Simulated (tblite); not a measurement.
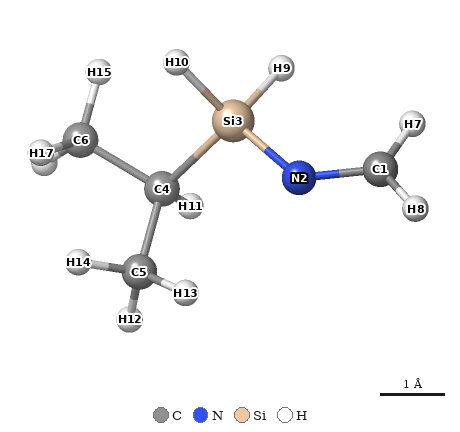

This is the input geometry for a relaxation of C4H11NSi. A ball-and-stick model, seen at a tilt.

Method: tblite, GFN2-xTB geometry optimisation, gas phase.

```xyz
17

C     3.0396   -0.6390    0.8801
N     1.8056   -0.2780    1.0311
Si    0.8776    0.6249   -0.1297
C    -0.7616   -0.1659   -0.5644
C    -1.3393   -0.9928    0.5719
C    -1.7355    0.9589   -0.8434
H     3.5715   -0.3798   -0.0265
H     3.5261   -1.2014    1.6920
H     1.6012    0.7997   -1.3999
H     0.5456    1.9881    0.3384
H    -0.6916   -0.8500   -1.4368
H    -1.9305   -1.8170    0.1082
H    -0.5934   -1.3624    1.2868
H    -2.0450   -0.3462    1.1061
H    -1.1420    1.7689   -1.3321
H    -2.5975    0.6227   -1.4524
H    -2.1377    1.2812    0.1608
```

Q: Where does the relaxation end?

A: After 113 geometry steps the energy has fallen by 0.650 eV. The atom that moves furthest after the best rigid fit is H9 (0.79 Å). Largest moves by element: H 0.79 Å, Si 0.31 Å, C 0.30 Å, N 0.12 Å. Among the contacts that change: C1–N2 1.295 → 1.246 Å, C6–H17 1.129 → 1.088 Å, Si3–C4 1.871 → 1.910 Å, C5–H12 1.115 → 1.090 Å. Bond angles that change, for instance: N2–Si3–H10 112.8° → 102.4°, C1–N2–Si3 125.1° → 135.2°, N2–Si3–C4 113.8° → 104.5°. Groups turn about C4–C5 by about 35°, Si3–C4 by about 25°, C4–C6 by about 25°. The run took 1.1 s on 1 thread of Arm Neoverse N1 (shared host).

Step by step:

```
step  E − E(0), eV
   0        0.0000
   1       -0.1237
   2       -0.2146
   3       -0.2706
   4       -0.3252
   5       -0.3553
   6       -0.3821
   7       -0.4038
   8       -0.4208
   9       -0.4309
  10       -0.4403
  15       -0.4964
  21       -0.5363
  26       -0.5696
  32       -0.6120
  37       -0.6248
  43       -0.6340
  48       -0.6377
  53       -0.6398
  59       -0.6410
  64       -0.6421
  70       -0.6437
  75       -0.6441
  80       -0.6446
  86       -0.6452
  91       -0.6458
  97       -0.6465
 102       -0.6475
 108       -0.6497
 113       -0.6500
```

Final geometry:

```xyz
17

C     2.9330   -0.7672    0.7427
N     1.8142   -0.2448    0.9122
Si    0.8477    0.8831    0.0425
C    -0.6909   -0.1160   -0.4896
C    -1.2857   -0.8970    0.6780
C    -1.7450    0.8024   -1.0983
H     3.6057   -0.5510   -0.0925
H     3.2966   -1.4950    1.4649
H     1.4332    1.5272   -1.1440
H     0.5292    1.8787    1.0653
H    -0.3944   -0.8391   -1.2584
H    -2.1321   -1.4993    0.3473
H    -0.5427   -1.5573    1.1173
H    -1.6351   -0.2159    1.4509
H    -1.3455    1.3477   -1.9507
H    -2.6078    0.2277   -1.4346
H    -2.0874    1.5276   -0.3628
```

The end point in the same view:

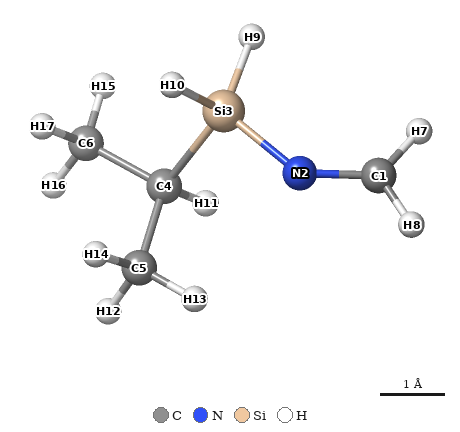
